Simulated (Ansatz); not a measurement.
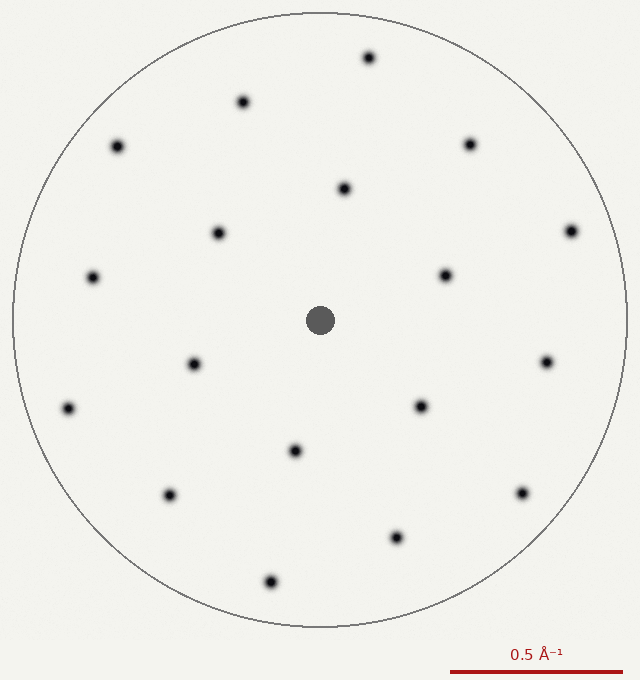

Simulated LEED pattern at 180 eV and normal incidence, from the upper face of a slab model. Spot positions follow from the surface net; brightness is a rough single-scattering estimate from the outer layers, good only for telling present from absent.

Question: Find the real-space surface cell from the pattern.

Answer: The spots form a hexagonal reciprocal net with shortest vectors 0.388 and 0.388 Å⁻¹ at 60.0°. The primitive real-space mesh has edges 2.98 and 2.98 Å at 60.0° (or its supplement) and area 7.7 Å².

The slab has composition WSO (3 atoms a cell, 2.8 Å thick). Structure: the geometry relaxed with DFT, HSE06, plane waves, PAW (Ansatz); the starting structure was generated, so it need not be a known form of this composition.

```
W O S
1.0
     2.97682    0.00000    0.00000
    -1.48841    2.57800    0.00000
     0.00000    0.00000   30.21242
W O S
1 1 1
Cartesian
  0.0000 1.7187 9.1581
  1.4884 0.8593 10.3035
  1.4884 0.8593 7.5384
```
